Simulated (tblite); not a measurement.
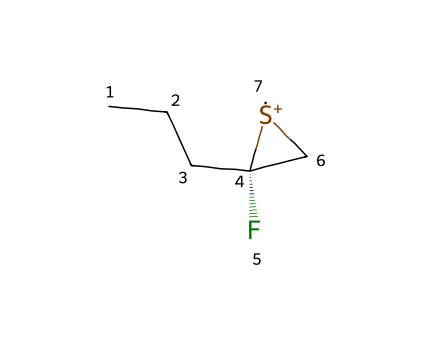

Skeletal drawing with numbered atoms; wedges and dashes mark any stereocentres. The configuration is that of a computed structure (GFN2-xTB).

### Assign CIP descriptors.

C4: R.

### Give a SMILES with the stereochemistry.

CCC[C@]1(F)C[S+]1
